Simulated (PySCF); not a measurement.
```xyz
3

Br    1.2992    0.2764    0.1389
Br   -0.4655    2.0622    0.6804
Br    3.0582   -1.5137   -0.4022
```

Geometry: PBE0-D3(BJ)/def2-TZVPD.

Method: wB97M-D3(BJ)/def2-TZVPD, SCF density, gas phase (PySCF).

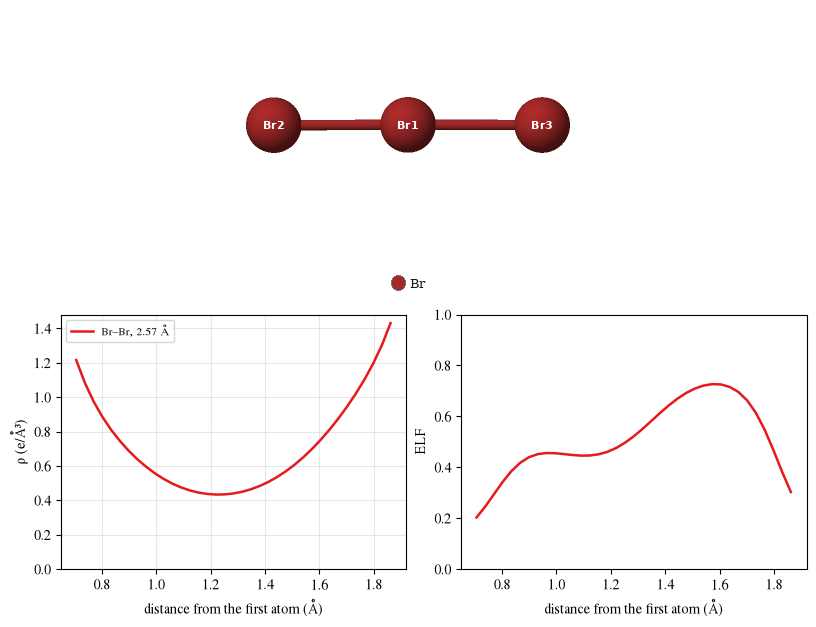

Br3 (charge −1). Electron density and ELF along straight lines between neighbouring atoms. The curves leave out the atomic cores. The structure is drawn too.

Question: What can be read from the curves?

Answer: Br–Br (2.57 Å): ρ at the midpoint is about 0.44 e/Å³; the ELF peaks at about 0.75 in the valence shell of Br, 1.0 Å from its nucleus, and is about 0.50 at the midpoint.
